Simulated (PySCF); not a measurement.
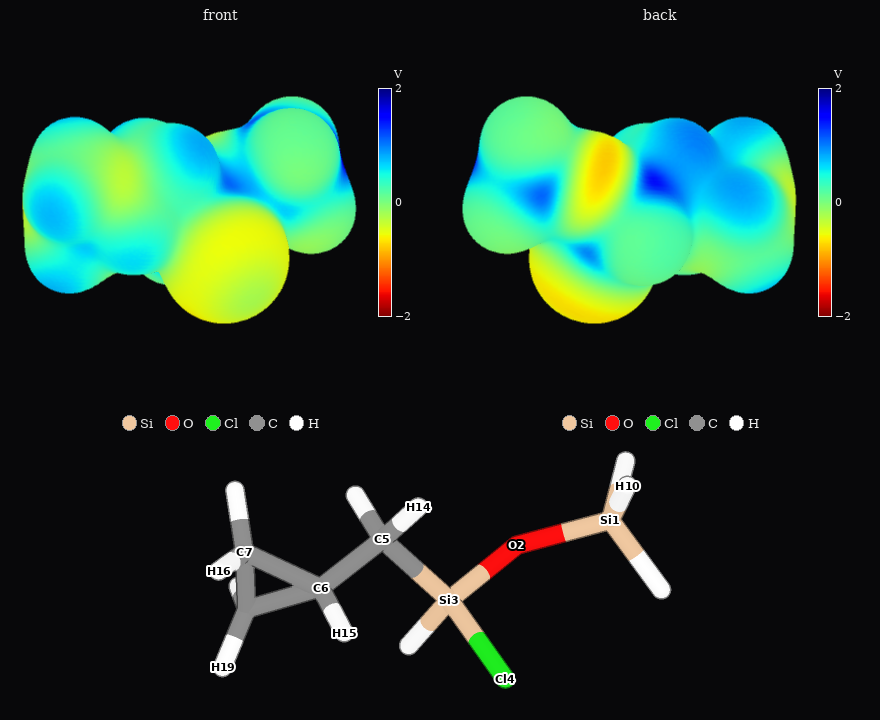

The picture shows: C$_{4}$H$_{11}$ClOSi$_{2}$. The electrostatic potential painted on the density surface at 0.002 e/bohr³, seen from the front and from behind; the colour scale runs from red (negative) to blue (positive). The bare structure is drawn below in the same view.

Geometry: PBE0-D3(BJ)/def2-SVP.

These are results of PBE0/pcSseg-1, SCF density, gas phase, non-relativistic (PySCF), not measurements.

Input

```
{"job": {"kind": "nmr", "xc": "PBE0", "basis": "pcSseg-1"}, "charge": 0, "multiplicity": 1}
Si     3.817857     0.382175    -0.899959
O      2.416711    -0.411021    -0.476503
Si     1.052052    -0.264845     0.436285
Cl     1.336874     1.314894     1.764475
C     -0.423275     0.143270    -0.627818
C     -1.690474     0.310977     0.177272
C     -3.037064     0.098592    -0.448327
C     -2.513898    -0.887256     0.555396
H      4.535122    -0.472810    -1.885399
H      3.494475     1.698619    -1.526302
H      4.677929     0.598532     0.298930
H      0.879722    -1.499020     1.242861
H     -0.536277    -0.665021    -1.372057
H     -0.186754     1.059063    -1.197976
H     -1.634768     1.103689     0.931342
H     -3.857552     0.757808    -0.153004
H     -3.063102    -0.205892    -1.498677
H     -2.190531    -1.866606     0.189778
H     -2.969070    -0.912073     1.548833
```

Command:

```sh
OMP_NUM_THREADS=1 python probes_run.py task.json out
```

Q: Which sites attract a positive test charge, and which a negative one?

A: A positive charge is drawn to the negative regions and a negative charge to the positive ones. The most negative region (about −0.7 V) lies over O2, the most positive (about +1.5 V) over Si1 and Si3.

Q: What dipole moment does the calculation give?

A: Its dipole moment is 1.62 D.
